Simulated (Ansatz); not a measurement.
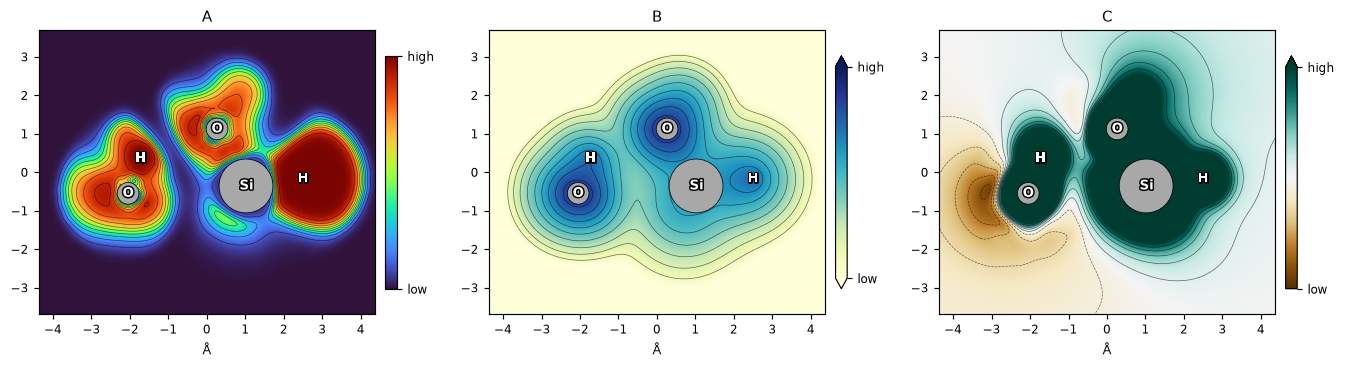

ClH₃OSi···H₂O: 3 fields on the plane of atoms H4, Si1 and O5, with unlabelled colour scales. Grey discs cover the atomic cores.

Not at a stationary point (largest force 0.5 eV/Å).

These are results of Ansatz 0.2.0, UKS PBE0/def2-SVP, not measurements.

Q: Which field does each panel show? The fields are: electron density, electron localisation function and electrostatic potential.

A: Panel A: electron localisation function. Panel B: electron density. Panel C: electrostatic potential (strongly positive close to the atoms, with negative regions outside electron-rich atoms). From the grid: O5···H8 (2.13 Å): the density falls to about 0.13 e/Å³ on the way; the ELF dips to about 0.05 between them (by its geometry a hydrogen bond between the two molecules, with no shared pair). Si–O (1.66 Å): ρ at the midpoint is about 1.1 e/Å³; the ELF peaks at about 0.90 between the atoms; a polar covalent bond.
